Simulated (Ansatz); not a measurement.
Input

```
crystal:
  periodic: [false, false, false]
  atoms:
    - {symbol: P, position_ang: [-1.093205, -1.094646, -0.731606]}
    - {symbol: P, position_ang: [1.652920, -0.978050, -3.087829]}
    - {symbol: P, position_ang: [-0.972830, -0.975816, 4.703886]}
    - {symbol: P, position_ang: [1.513066, -1.147149, 2.051244]}
    - {symbol: P, position_ang: [-0.982712, 1.654614, -3.084631]}
    - {symbol: P, position_ang: [1.674641, 1.676327, -0.631751]}
    - {symbol: P, position_ang: [-1.147138, 1.509691, 2.052837]}
    - {symbol: Ga, position_ang: [-2.614761, 0.421051, -1.855332]}
    - {symbol: Ga, position_ang: [-2.612825, 0.447760, 3.624639]}
    - {symbol: Ga, position_ang: [0.371882, 0.376999, -4.612580]}
    - {symbol: Ga, position_ang: [0.422750, -2.613039, -1.859099]}
    - {symbol: Ga, position_ang: [0.268676, 0.267969, 0.561638]}
    - {symbol: Ga, position_ang: [3.239640, 0.203491, -1.758411]}
    - {symbol: Ga, position_ang: [0.455838, -2.612566, 3.626567]}
    - {symbol: Ga, position_ang: [0.199153, 3.241065, -1.755191]}
    - {symbol: H, position_ang: [-1.806243, -1.809873, 0.274646]}
    - {symbol: H, position_ang: [2.478660, -1.764576, -3.942415]}
    - {symbol: H, position_ang: [-1.661087, -1.665473, 5.739532]}
    - {symbol: H, position_ang: [-0.162201, -0.161977, 5.541964]}
    - {symbol: H, position_ang: [2.363594, -1.904442, 1.207215]}
    - {symbol: H, position_ang: [2.496862, -0.380771, 2.733451]}
    - {symbol: H, position_ang: [-1.770996, 2.480663, -3.937292]}
    - {symbol: H, position_ang: [2.350903, 2.352108, 0.426357]}
    - {symbol: H, position_ang: [-1.903762, 2.362548, 1.210583]}
    - {symbol: H, position_ang: [-0.380697, 2.491612, 2.737691]}
    - {symbol: H, position_ang: [-3.558034, -0.417585, -2.790892]}
    - {symbol: H, position_ang: [-3.246908, 1.320532, -0.716500]}
    - {symbol: H, position_ang: [-3.571481, -0.511437, 2.850924]}
    - {symbol: H, position_ang: [-3.102212, 1.489365, 4.691853]}
    - {symbol: H, position_ang: [-0.571084, -0.566059, -5.453124]}
    - {symbol: H, position_ang: [1.352889, 1.359985, -5.358486]}
    - {symbol: H, position_ang: [-0.416134, -3.555912, -2.794889]}
    - {symbol: H, position_ang: [1.324785, -3.245881, -0.722679]}
    - {symbol: H, position_ang: [3.845532, -0.724904, -0.626202]}
    - {symbol: H, position_ang: [4.216497, 1.082218, -2.623378]}
    - {symbol: H, position_ang: [-0.500889, -3.575624, 2.855201]}
    - {symbol: H, position_ang: [1.499488, -3.096869, 4.694101]}
    - {symbol: H, position_ang: [-0.728465, 3.845298, -0.621459]}
    - {symbol: H, position_ang: [1.075888, 4.219314, -2.620584]}
basis:
  gaussian: {orbitals: def2-SVP, fitting: {mean_field: def2-universal-jkfit}, initial_orbitals: start.molden}
total_charge: -1
hamiltonian: {xc: pbe0, dispersion: d4}
scf: {omitted_lower_state_checks: [starts]}
output: {orbitals: {seedname: orbitals}}
```

Launched as:

```sh
ansatz run in.yaml --threads 2 --pin off --events-out ev --progress --plain --max-ram 32768MiB --backend cuda --devices 0, --max-vram 18GiB
```

Geometry: r2SCAN-D4/def2-SVP.

Method: RKS PBE0-D4/def2-SVP (Ansatz).

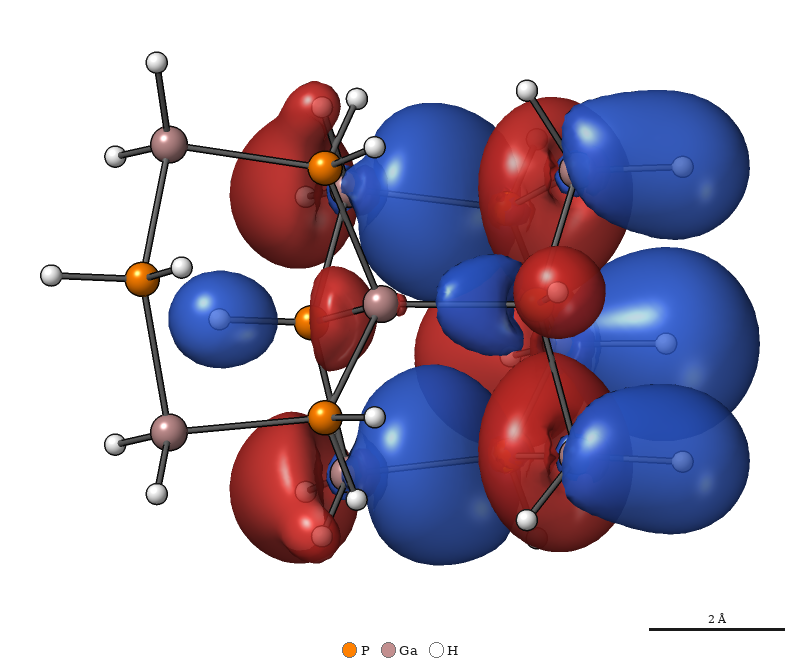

Ga8H24P7 (Ga8P7 zinc blende ring rod) (charge −1). The HOMO at ±0.04 Å⁻³ᐟ² (blue and red are the two phases), seen at an oblique angle.

### What is the character of this orbital?

It lies mainly on P2 (about 15 %), P5 (about 15 %), Ga10 (about 10 %), H31 (about 10 %) and H30 (about 10 %). Its energy is −4.03 eV.
